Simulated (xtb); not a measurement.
**Frequency calculation of SnH₂SeClF**

The run: frequency calculation of SnH₂SeClF, SMILES [F][SnH]([Cl])[SeH]. Method and program: GFN1-xTB (xtb 6.7.1).

The geometry was optimised with GFN1-xTB.

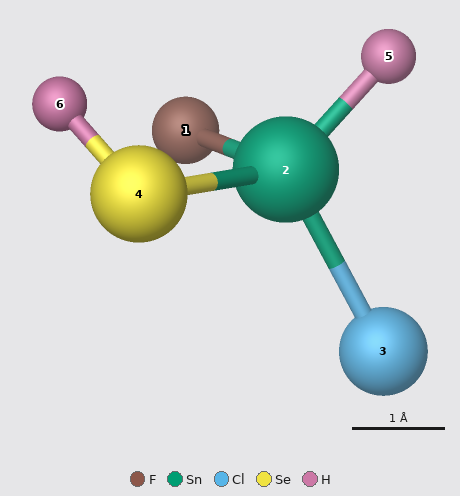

**Figure 1.** The input geometry (ball-and-stick view, seen at a tilt; atoms are numbered from 1 in the order of the input). Sticks mark near contacts. Bond lengths as drawn: Cl–Sn 2.31 Å, F–Sn 1.92 Å, H–Se 1.43 Å, H–Sn 1.68 Å and Se–Sn 2.45 Å.

### Input (mol.xyz)
```
6

F     -0.45773     0.14234    -1.74261
Sn     0.40944     0.31562    -0.04316
Cl     2.56321    -0.47340    -0.31987
Se    -0.90476    -1.12982     1.43014
H      0.48830     1.99488    -0.01804
H     -2.09847    -0.84963     0.69354
```

### File xtb.inp
```
$symmetry
   desy=0.05
$end
```

Command:
```bash
xtb mol.xyz --hess -I xtb.inp --gfn 1 --parallel 1 > run.log
```

### Log
```
* xtb version 6.7.1
   ID    Z sym.   atoms
    1    9 F      1
    2   50 Sn     2
    3   17 Cl     3
    4   34 Se     4
    5    1 H      5, 6

           -------------------------------------------------
          |                Calculation Setup                |
           -------------------------------------------------

          program call               : xtb mol.xyz --hess -I xtb.inp --gfn 1 --parallel 1
          coordinate file            : mol.xyz
          omp threads                :                     1

           -------------------------------------------------
          |                 G F N 1 - x T B                 |
           -------------------------------------------------

      * Hamiltonian:
        H0-scaling (s, p, d)           1.850000    2.250000    2.000000
        zeta-weighting                 0.000000
      * Dispersion:
        s8                             2.400000
        a1                             0.630000
        a2                             5.000000
        s9                             0.000000
      * Repulsion:
        kExp                           1.500000
        rExp                           1.000000
      * Coulomb:
        alpha                          2.000000
        third order                    atomic
        anisotropic                    false
      * Halogen bond correction:
        rad-scale                      1.300000
        damping                        0.440000

          ...................................................
          :                      SETUP                      :
          :.................................................:
          :  # basis functions                  38          :
          :  # atomic orbitals                  35          :
          :  # shells                           15          :
          :  # electrons                        26          :
          :  # halogen bonds                     0          :
          :  max. iterations                   250          :
          :  Hamiltonian                  GFN1-xTB          :
          :  restarted?                      false          :
          :  GBSA solvation                  false          :
          :  PC potential                    false          :
          :  electronic temp.          300.0000000     K    :
          :  accuracy                    1.0000000          :
          :  -> integral cutoff          0.2500000E+02      :
          :  -> integral neglect         0.1000000E-07      :
          :  -> SCF convergence          0.1000000E-05 Eh   :
          :  -> wf. convergence          0.2000000E-04 e    :
          :  Broyden damping             0.4000000          :
          :  net charge                          0          :
          :  unpaired electrons                  0          :
          ...................................................

 iter      E             dE          RMSdq      gap      omega  full diag
   1    -16.2615630 -0.162616E+02  0.439E+00    2.86       0.0  T
   2    -16.3566476 -0.950845E-01  0.343E+00    3.98       1.0  T
   3    -16.4050424 -0.483948E-01  0.141E+00    3.65       1.0  T
   4    -16.4050467 -0.432362E-05  0.322E-01    3.63       1.0  T
   5    -16.4051135 -0.668397E-04  0.293E-02    3.62       1.4  T
   6    -16.4051163 -0.278015E-05  0.420E-03    3.62       9.7  T
   7    -16.4051164 -0.696508E-07  0.874E-04    3.62      46.7  T
   8    -16.4051164 -0.122315E-08  0.403E-04    3.62     101.2  T
   9    -16.4051164 -0.137728E-09  0.696E-05    3.62     586.2  T
  10    -16.4051164 -0.147473E-10  0.228E-06    3.62   17921.7  T

   *** convergence criteria satisfied after 10 iterations ***

         #    Occupation            Energy/Eh            Energy/eV
      -------------------------------------------------------------
         1        2.0000           -0.9582711             -26.0759
       ...           ...                  ...                  ...
         7        2.0000           -0.4972234             -13.5301
         8        2.0000           -0.4934611             -13.4278
         9        2.0000           -0.4792353             -13.0407
        10        2.0000           -0.4729315             -12.8691
        11        2.0000           -0.4661008             -12.6832
        12        2.0000           -0.4566364             -12.4257
        13        2.0000           -0.4303727             -11.7110 (HOMO)
        14                         -0.2973737              -8.0920 (LUMO)
        15                         -0.2009722              -5.4687
        16                         -0.1673200              -4.5530
        17                         -0.1659565              -4.5159
        18                         -0.1073564              -2.9213
       ...                                ...                  ...
        35                          1.1723847              31.9022
      -------------------------------------------------------------
                  HL-Gap            0.1329990 Eh            3.6191 eV
             Fermi-level           -0.3638732 Eh           -9.9015 eV

 SCC (total)                   0 d,  0 h,  0 min,  0.012 sec
 SCC setup                      ...        0 min,  0.000 sec (  1.207%)
 Dispersion                     ...        0 min,  0.000 sec (  0.450%)
 classical contributions        ...        0 min,  0.000 sec (  0.199%)
 integral evaluation            ...        0 min,  0.003 sec ( 24.779%)
 iterations                     ...        0 min,  0.004 sec ( 34.406%)
 molecular gradient             ...        0 min,  0.005 sec ( 36.708%)
 printout                       ...        0 min,  0.000 sec (  2.062%)

         :::::::::::::::::::::::::::::::::::::::::::::::::::::
         ::                     SUMMARY                     ::
         :::::::::::::::::::::::::::::::::::::::::::::::::::::
         :: total energy             -16.384709188885 Eh    ::
         :: gradient norm              0.000048274082 Eh/a0 ::
         :: HOMO-LUMO gap              3.619086962967 eV    ::
         ::.................................................::
         :: SCC energy               -16.405116367371 Eh    ::
         :: -> electrostatic           0.032879397074 Eh    ::
         :: repulsion energy           0.022696109076 Eh    ::
         :: dispersion energy         -0.002288930590 Eh    ::
         :: halogen bond corr.         0.000000000000 Eh    ::
         :: add. restraining           0.000000000000 Eh    ::
         :: total charge              -0.000000000000 e     ::
         :::::::::::::::::::::::::::::::::::::::::::::::::::::

           -------------------------------------------------
          |                Numerical Hessian                |
           -------------------------------------------------
step length          :   0.00500
SCC accuracy         :   0.30000
Hessian scale factor :   1.00000
frozen atoms in %    :   0.00000    0
RMS gradient         :   0.00005
estimated CPU  time      0.01 min

writing file <hessian>.

 projected vibrational frequencies (cm⁻¹)
eigval :       -0.00    -0.00     0.00     0.00     0.00     0.00
eigval :       45.34    92.21   110.52   116.63   261.50   358.67
eigval :      454.98   486.31   504.39   640.06  1780.59  2445.94
           -------------------------------------------------
          |                Property Printout                |
           -------------------------------------------------

    * Orbital Energies and Occupations

         #    Occupation            Energy/Eh            Energy/eV
      -------------------------------------------------------------
         1        2.0000           -0.9582711             -26.0759
         2        2.0000           -0.9094808             -24.7482
         3        2.0000           -0.8781697             -23.8962
         4        2.0000           -0.7576464             -20.6166
         5        2.0000           -0.5348505             -14.5540
         6        2.0000           -0.5061337             -13.7726
         7        2.0000           -0.4972234             -13.5301
         8        2.0000           -0.4934611             -13.4278
         9        2.0000           -0.4792353             -13.0407
        10        2.0000           -0.4729315             -12.8691
        11        2.0000           -0.4661008             -12.6832
        12        2.0000           -0.4566364             -12.4257
        13        2.0000           -0.4303727             -11.7110 (HOMO)
        14                         -0.2973738              -8.0920 (LUMO)
        15                         -0.2009722              -5.4687
        16                         -0.1673199              -4.5530
        17                         -0.1659565              -4.5159
        18                         -0.1073564              -2.9213
        19                         -0.1008872              -2.7453
        20                         -0.0909323              -2.4744
        21                         -0.0790677              -2.1515
        22                         -0.0649728              -1.7680
        23                         -0.0512452              -1.3945
        24                         -0.0342426              -0.9318
       ...                                ...                  ...
        35                          1.1723847              31.9022
      -------------------------------------------------------------
                  HL-Gap            0.1329990 Eh            3.6191 eV
             Fermi-level           -0.3638732 Eh           -9.9015 eV

  Mulliken/CM5 charges         n(s)   n(p)   n(d)
     1F    -0.35285 -0.38366   1.829  5.524  0.000
     2Sn    0.30740  0.29159   1.907  1.378  0.408
     3Cl   -0.15656 -0.16321   1.944  5.221 -0.009
     4Se    0.04606 -0.00859   1.962  4.025 -0.033
     5H     0.06740  0.11827   0.933  0.000  0.000
     6H     0.08856  0.14559   0.911  0.000  0.000

Wiberg/Mayer (AO) data.
largest (>0.10) Wiberg bond orders for each atom

 ---------------------------------------------------------------------------
     #   Z sym  total        # sym  WBO       # sym  WBO       # sym  WBO
 ---------------------------------------------------------------------------
     1   9 F    1.096 --     2 Sn   0.846     4 Se   0.105
     2  50 Sn   3.024 --     3 Cl   0.912     1 F    0.846     4 Se   0.701
                             5 H    0.564
     3  17 Cl   1.264 --     2 Sn   0.912     4 Se   0.167     5 H    0.124
     4  34 Se   2.193 --     6 H    0.990     2 Sn   0.701     5 H    0.230
                             3 Cl   0.167     1 F    0.105
     5   1 H    1.000 --     2 Sn   0.564     4 Se   0.230     3 Cl   0.124
     6   1 H    0.995 --     4 Se   0.990
 ---------------------------------------------------------------------------

Topologies differ in total number of bonds
Writing topology from bond orders to xtbtopo.mol

 dipole moment from electron density (au)
     X       Y       Z
  -0.8286   0.3790   1.8249  total (Debye):    5.184

           -------------------------------------------------
          |               Frequency Printout                |
           -------------------------------------------------
 projected vibrational frequencies (cm⁻¹)
eigval :       -0.00    -0.00     0.00     0.00     0.00     0.00
eigval :       45.34    92.21   110.52   116.63   261.50   358.67
eigval :      454.98   486.31   504.39   640.06  1780.59  2445.94
 reduced masses (amu)
   1: 72.42   2: 56.97   3: 73.88   4: 69.20   5: 77.86   6: 72.49   7: 32.55   8: 37.01
   9: 44.87  10: 32.58  11: 85.84  12: 59.74  13: 33.89  14:  3.00  15:  2.73  16:  3.21
  17:  2.19  18:  1.99
 IR intensities (km·mol⁻¹)
   1:  0.04   2:  3.12   3:  0.56   4:  0.29   5:  0.46   6:  1.68   7:  3.84   8:  6.95
   9: 13.59  10: 21.10  11:  9.61  12:125.67  13:131.60  14: 31.59  15:135.60  16: 29.70
  17:621.41  18:179.87
 Raman intensities (Ä⁴*amu⁻¹)
   1:  0.00   2:  0.00   3:  0.00   4:  0.00   5:  0.00   6:  0.00   7:  0.00   8:  0.00
   9:  0.00  10:  0.00  11:  0.00  12:  0.00  13:  0.00  14:  0.00  15:  0.00  16:  0.00
Molecule has no symmetry elements
It seems to be the C1 point group
  17:  0.00  18:  0.00
 output can be read by thermo (or use thermo option).
 writing <g98.out> molden fake output.
 recommended (thermochemical) frequency scaling factor: 1.0
           -------------------------------------------------
          |             Thermodynamic Functions             |
           -------------------------------------------------

c1  symmetry found (for desy threshold:  0.50E-01) used in thermo

          ...................................................
          :                      SETUP                      :
          :.................................................:
          :  # frequencies                          12      :
          :  # imaginary freq.                       0      :
          :  linear?                             false      :
          :  only rotor calc.                    false      :
          :  symmetry                               c1      :
          :  rotational number                       1      :
          :  scaling factor                  1.0000000      :
          :  rotor cutoff                   50.0000000 cm⁻¹ :
          :  imag. cutoff                  -20.0000000 cm⁻¹ :
          :.................................................:

    mode    ω/cm⁻¹     T·S(HO)/kcal·mol⁻¹    T·S(FR)/kcal·mol⁻¹   T·S(vib)
   ------------------------------------------------------------------------
       1     45.34    -1.49402 ( 40.34%)    -1.08528 ( 59.66%)    -1.25016
       2     92.21    -1.07712 ( 92.04%)    -0.87512 (  7.96%)    -1.06105
       3    110.52    -0.97191 ( 95.98%)    -0.82148 (  4.02%)    -0.96586
       4    116.63    -0.94082 ( 96.73%)    -0.80555 (  3.27%)    -0.93640
       5    261.50    -0.49246 ( 99.87%)    -0.56639 (  0.13%)    -0.49256
   ------------------------------------------------------------------------

   temp. (K)  partition function   enthalpy   heat capacity  entropy
                                   cal/mol     cal/K/mol   cal/K/mol   J/K/mol
 298.15  VIB   193.                 2943.291     15.225     19.424
         ROT  0.551E+06              888.752      2.981     29.252
         INT  0.106E+09             3832.043     18.206     48.675
         TR   0.392E+28             1481.254      4.968     42.479
         TOT                        5313.2971    23.1737    91.1542   381.3893

       T/K    H(0)-H(T)+PV         H(T)/Eh          T*S/Eh         G(T)/Eh
   ------------------------------------------------------------------------
    298.15    0.846728E-02    0.250914E-01    0.433103E-01   -0.182189E-01
   ------------------------------------------------------------------------

         :::::::::::::::::::::::::::::::::::::::::::::::::::::
         ::                  THERMODYNAMIC                  ::
         :::::::::::::::::::::::::::::::::::::::::::::::::::::
         :: total free energy         -16.402928089404 Eh   ::
         ::.................................................::
         :: total energy              -16.384709188885 Eh   ::
         :: zero point energy           0.016624132585 Eh   ::
         :: G(RRHO) w/o ZPVE           -0.034843033104 Eh   ::
         :: G(RRHO) contrib.           -0.018218900519 Eh   ::
         :::::::::::::::::::::::::::::::::::::::::::::::::::::

           -------------------------------------------------
          | TOTAL ENERGY              -16.384709188885 Eh   |
          | TOTAL ENTHALPY            -16.359617778373 Eh   |
          | TOTAL FREE ENERGY         -16.402928089404 Eh   |
          | GRADIENT NORM               0.000048271085 Eh/α |
          | HOMO-LUMO GAP               3.619086650411 eV   |
           -------------------------------------------------

------------------------------------------------------------------------
------------------------------------------------------------------------
 total:
 *  cpu-time:     0 d,  0 h,  0 min,  0.553 sec
 * ratio c/w:     0.976 speedup
 SCF:
 *  cpu-time:     0 d,  0 h,  0 min,  0.012 sec
 * ratio c/w:     0.969 speedup
 analytical hessian:
 *  cpu-time:     0 d,  0 h,  0 min,  0.525 sec
 * ratio c/w:     0.976 speedup
```

### File vibspectrum
```
$vibrational spectrum
#  mode     symmetry     wave number   IR intensity    selection rules
#                         cm**(-1)      (km*mol⁻¹)        IR
     1                      -0.00         0.00000          -
     2                      -0.00         0.00000          -
     3                       0.00         0.00000          -
     4                       0.00         0.00000          -
     5                       0.00         0.00000          -
     6                       0.00         0.00000          -
     7        a             45.34         3.84016         YES
     8        a             92.21         6.94938         YES
     9        a            110.52        13.59367         YES
    10        a            116.63        21.09745         YES
    11        a            261.50         9.60656         YES
    12        a            358.67       125.67241         YES
    13        a            454.98       131.60298         YES
    14        a            486.31        31.59226         YES
    15        a            504.39       135.59838         YES
    16        a            640.06        29.69902         YES
    17        a           1780.59       621.41410         YES
    18        a           2445.94       179.87332         YES
$end
```

### Standard error
```
normal termination of xtb
```

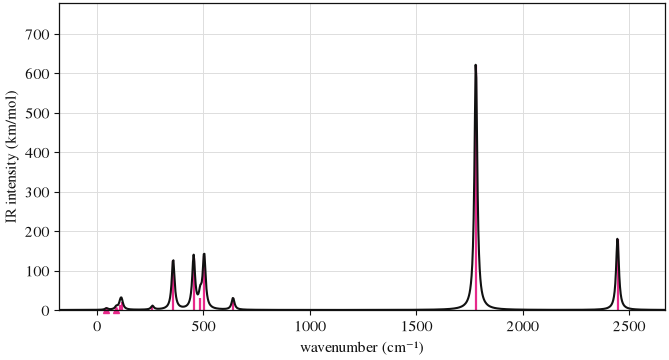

**Figure 2.** Harmonic infrared spectrum, unscaled: sticks (degenerate modes added up, dark ones marked on the axis) with a Lorentzian envelope of 16 cm⁻¹ full width, scaled to the tallest stick. 12 modes from 45 to 2446 cm⁻¹, none imaginary. The strongest line is at 1781 cm⁻¹ (621 km/mol). All modes, in cm⁻¹ (km/mol): 45 (3.8), 92 (6.9), 111 (13.6), 117 (21), 262 (9.6), 359 (126), 455 (132), 486 (32), 504 (136), 640 (30), 1781 (621), 2446 (180).

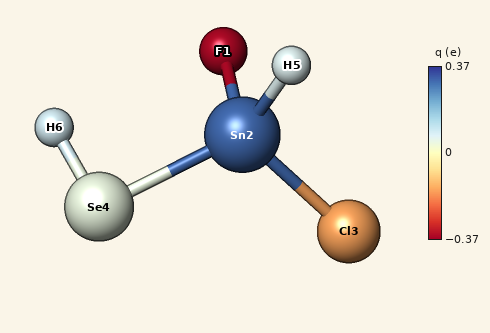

**Figure 3.** Mulliken charges, as the colour of each atom (ball-and-stick view, seen on its broad side; atoms are numbered from 1 in the order of the input). By element: F −0.35, Sn +0.31, Cl −0.16, Se +0.05 and H +0.07 to +0.09 e.

### Summary

- outcome: converged
- electrons treated: 26
- total energy: −16.384709 hartree
- dispersion energy: −0.002289 hartree
- basis functions: 38
- HOMO: −11.71 eV
- LUMO: −8.09 eV
- zero-point energy: 0.016624 hartree
- dipole moment: 5.18 D
- wavenumbers, lowest and highest: 45 and 2446 cm⁻¹
- hardware: 1 thread of Intel Xeon @ 2.50GHz (Skylake/Cascade Lake), 189 GiB of memory available, shared host
- wall time: 0.61 s
- peak memory: 0.072 GiB

### Remarks

Settings chosen away from the usual ones: method = gfn1-xtb; task = frequencies; x = {"symmetry_threshold": 0.05}; geo = {"prev": "A"}.
